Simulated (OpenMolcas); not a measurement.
# Ru³⁺ among point charges: CASSCF and CASPT2 levels and susceptibility

Aim: the splitting of the states of Ru³⁺ in the field of 4 point charges, its lowest levels with spin-orbit coupling and its magnetic susceptibility.

The numbers are computed with OpenMolcas 26.06 (state-averaged CASSCF and CASPT2, spin-orbit coupling by RASSI with atomic mean-field integrals), except any that are marked as measured or tabulated.

## (1) The system

- Species: Ru³⁺ (ruthenium, Z = 44, 41 electrons)
- Basis: ANO-RCC-VDZP [6s5p3d1f], 43 functions
- Scalar Hamiltonian: DKH2, point nucleus
- Inactive shells: 1s 2s 2p 3s 3p 3d 4s 4p
- Active space: 5 electrons in 5 orbitals (4d)
- Some configurations of this space: 4d⁵
- Orbitals: optimised for each spin and parity, averaged over all roots

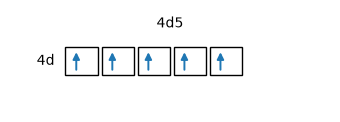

Outer shells as boxes.

The ion sits among 4 point charges of -2 e arranged as a tetrahedron (Td), 2.07 Å from the ion.

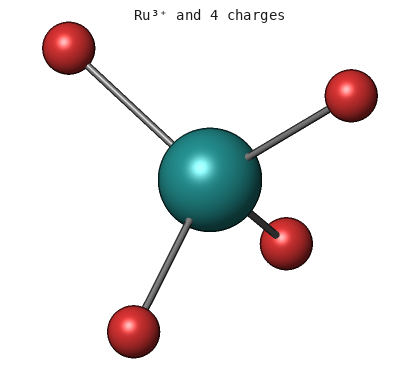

The ion and the point charges (red).

The work runs as a chain of OpenMolcas steps in one folder; each step below is one input file. Labels, J, g values, rates, χT and fits are worked out afterwards by a script from the matrices that RASSI stores.

## (2) Basis and integrals

Input file a.inp:

```
&GATEWAY
Coord
1

Ru 0.0 0.0 0.0
Basis=ANO-RCC-VDZP
Group=NoSym
NoMove
AngMom=0.0 0.0 0.0
AMFI
XField
4 Angstrom 0
1.195115 1.195115 1.195115 -2.000000
1.195115 -1.195115 -1.195115 -2.000000
-1.195115 1.195115 -1.195115 -2.000000
-1.195115 -1.195115 1.195115 -2.000000
&SEWARD
```

Command:

```console
> OMP_NUM_THREADS=1 MOLCAS_MEM=1689 MOLCAS_PROJECT=a pymolcas a.inp > a.log
```

## (3) CASSCF: sextets, 1 root

Input file a.inp:

```
&RASSCF
FileOrb=start.orb
Symmetry=1
Spin=6
nActEl=5 0 0
Inactive=18
Ras2=5
CIRoot=1 1 1
SDav=1
CIMx=300
Iter=120 100
PrWF=0.3
OrbListing=Nothing
MaxOrb=0
>>> COPY $Project.JobIph JOB001
```

start.orb holds the contracted functions of the basis, ordered by shell, or the orbitals of the step before.

## (4) CASSCF: quartets, 24 roots

Input file a.inp:

```
&RASSCF
FileOrb=start.orb
Symmetry=1
Spin=4
nActEl=5 0 0
Inactive=18
Ras2=5
CIRoot=24 24 1
SDav=24
CIMx=300
Iter=120 100
PrWF=0.3
OrbListing=Nothing
MaxOrb=0
>>> COPY $Project.JobIph JOB002
```

## (5) CASSCF: doublets, 75 roots

Input file a.inp:

```
&RASSCF
FileOrb=start.orb
Symmetry=1
Spin=2
nActEl=5 0 0
Inactive=18
Ras2=5
CIRoot=75 75 1
SDav=75
CIMx=300
Iter=120 100
PrWF=0.3
OrbListing=Nothing
MaxOrb=0
>>> COPY $Project.JobIph JOB003
```

## (6) RASSI: spin-orbit coupling between the states

Input file a.inp:

```
&RASSI
NrOfJobIphs=3 1 24 75
1
1 2 3 4 5 6 7 8 9 10 11 12 13 14 15 16 17 18 19 20 21 22 23 24
1 2 3 4 5 6 7 8 9 10 11 12 13 14 15 16 17 18 19 20 21 22 23 24 25 26 27
28 29 30 31 32 33 34 35 36 37 38 39 40 41 42 43 44 45 46 47 48 49 50 51
52 53 54 55 56 57 58 59 60 61 62 63 64 65 66 67 68 69 70 71 72 73 74 75
IphNames
JOB001
JOB002
JOB003
EJob
SpinOrbit
DIPRint=1.0
SOCoupling=1000.0
Subsets=2
Property=9
'ANGMOM' 1 'ANGMOM' 2 'ANGMOM' 3 'MLTPL  1' 1 'MLTPL  1' 2 'MLTPL  1' 3
'AMFI' 1 'AMFI' 2 'AMFI' 3
SOProperty=3
'ANGMOM' 1 'ANGMOM' 2 'ANGMOM' 3
```

## (7) CASPT2: IPEA 0.25, imaginary shift 0.1 (closed shells correlated: 4s 4p)

Input file a.inp:

```
>>> COPY JOB001 $Project.JobIph
&CASPT2
Multistate=1 1
Frozen=14
IPEA=0.25
Imaginary=0.1
MaxIter=60
WThr=0.0 0.3 0.05
PrWF=0.5
NoMix
>>> COPY JOB002 $Project.JobIph
&CASPT2
Multistate=24 1 2 3 4 5 6 7 8 9 10 11 12 13 14 15 16 17 18 19 20 21 22
23 24
NoMult
Frozen=14
IPEA=0.25
Imaginary=0.1
MaxIter=60
WThr=0.0 0.3 0.05
PrWF=0.5
NoMix
>>> COPY JOB003 $Project.JobIph
&CASPT2
Multistate=75 1 2 3 4 5 6 7 8 9 10 11 12 13 14 15 16 17 18 19 20 21 22
23 24 25 26 27 28 29 30 31 32 33 34 35 36 37 38 39 40 41 42 43 44 45 46
47 48 49 50 51 52 53 54 55 56 57 58 59 60 61 62 63 64 65 66 67 68 69 70
71 72 73 74 75
NoMult
Frozen=14
IPEA=0.25
Imaginary=0.1
MaxIter=60
WThr=0.0 0.3 0.05
PrWF=0.5
NoMix
```

(Steps that only read results are left out.)

Before running it: what results should come out? Wanted: spin-free ground state; lowest level; next level.

As calculated:

| quantity | value |
| --- | --- |
| method | SS-CASPT2, IPEA 0.25, imaginary shift 0.1 (closed shells correlated: 4s 4p) |
| spin-free ground state | 6A1, 1-fold in its orbital part |
| lowest level | 6-fold |
| next level | 23150.0 cm⁻¹ |
| χT at 300 K | 4.37 cm³ K/mol |
| effective moment at 300 K | 5.91 μB |

Cost by method:

| method | time of its own steps | time with the reference |
| --- | --- | --- |
| A. CASSCF | 31 s | 31 s |
| B. SS-CASPT2, IPEA 0.25, imaginary shift 0.1, +4s 4p | 10 s | 41 s |

Times are of one thread on a shared host.

In words: The spin-free ground state (6A1) comes to 100 % from free-ion S terms and keeps the highest spin of the shell. χT at 300 K is 4.37, against 4.39 cm³ K/mol for the spin alone, as a half-filled shell (L = 0) has no orbital moment. An active space of the d shell alone favours high spin; real ions in strong fields can be low spin. A ligand-field fit to the states below 45000 cm-1 gives 10Dq = -2574 cm-1, B = 739 cm-1 and C = 3367 cm-1 (C/B = 4.55), with a deviation of 590 cm-1. CASPT2 does not keep the components of a term degenerate, and the means are used. The field of point charges can differ much from that of real complexes. This is an electrostatic model: the charges have no orbitals.
